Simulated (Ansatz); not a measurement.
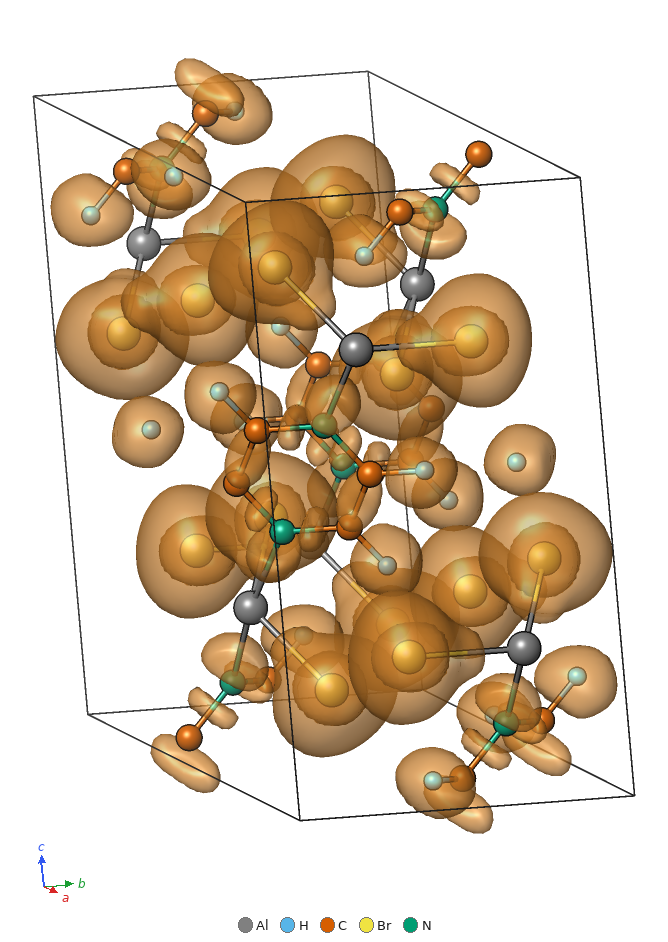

AlH₄C₄Br₃N₂. Isosurface of the electron localisation function at 0.8 (orange), seen slightly off an axis. Only the valence region is drawn (cores and ρ < 0.01 e/Å³ removed). Sticks mark near contacts.

Space group C2/c.

These are results of DFT PBE+D3(BJ), scalar-relativistic, plane waves, PAW in Ansatz 0.2.0, not measurements.

> Describe the localisation domains.

The surface consists of eight regions between bonded C–C atoms (shared pairs), 16 regions between bonded C–N atoms (shared pairs), 16 regions around hydrogen nuclei, eight lobes of the valence shell of N pointing towards Al and twelve regions on Br in which the atom's valence shell and bonds are merged, counted in one cell of 56 atoms. Regions shared between cells count once.

Values along the shortest contacts:
C–H (1.09 Å): the ELF is about 0.95 at the midpoint: an ordinary covalent bond to hydrogen. C–N (1.34 Å): the ELF peaks at about 0.90 between the atoms: a covalent bond.
